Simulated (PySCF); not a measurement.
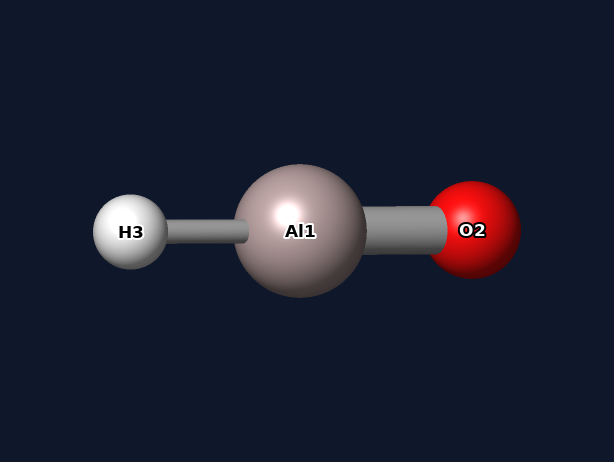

The thickness of each stick grows with its Mayer bond order. The computed structure is the end point of a PBE0/def2-TZVP optimisation. Computed with PBE0/def2-TZVP (PySCF 2.14.0).

List the Mayer bond orders of Al1–O2, Al1–H3.

| bond | Mayer order | length (Å) |
| --- | --- | --- |
| Al1–O2 | 2.25 | 1.594 |
| Al1–H3 | 0.95 | 1.569 |
